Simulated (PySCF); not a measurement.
Molecule: C₆H₁₁O, SMILES [CH2]C(=O)CC(C)C, doublet. Atoms near the plane z = 0.0 Å, at the GFN2-xTB optimised geometry (x, y, z in Å): C1 (1.3, 1.7, -0.6), C2 (0.8, 0.4, -0.9), O3 (1.6, -0.6, -1.1), C5 (-1.3, -0.6, 0.0), C6 (-0.8, -2.0, 0.0), H8 (2.4, 1.9, -0.6), H9 (0.6, 2.5, -0.6), H12 (-2.4, -0.6, -0.2), H13 (-1.1, -2.5, 0.9), H14 (-1.1, -2.5, -0.9), H15 (0.3, -2.0, 0.0).

Computed with unrestricted PBE0/def2-SVP run with PySCF. Cells within 0.4 Å of a nucleus heavier than hydrogen are left out (blank, or x). The values are rescaled to run from 0 to 1.

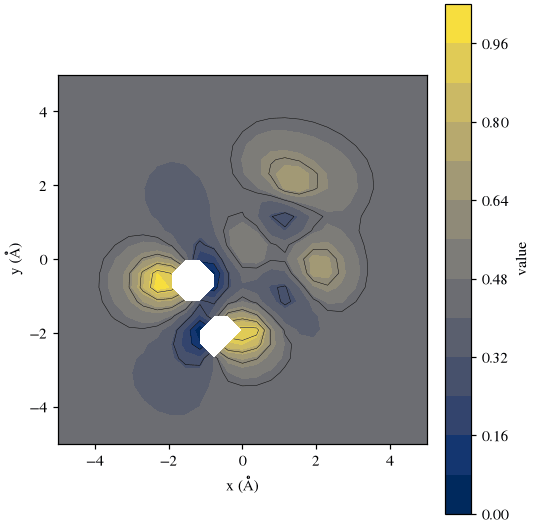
a field on the plane z = 0.0 Å.

Task: Which quantity is mapped?
A) log10 of the electron density
B) deformation density (molecule minus spherical neutral atoms)
C) an orbital amplitude
D) electrostatic potential

Result: C, an orbital amplitude. In full: HOMO amplitude (α) (bohr^(-3/2)).
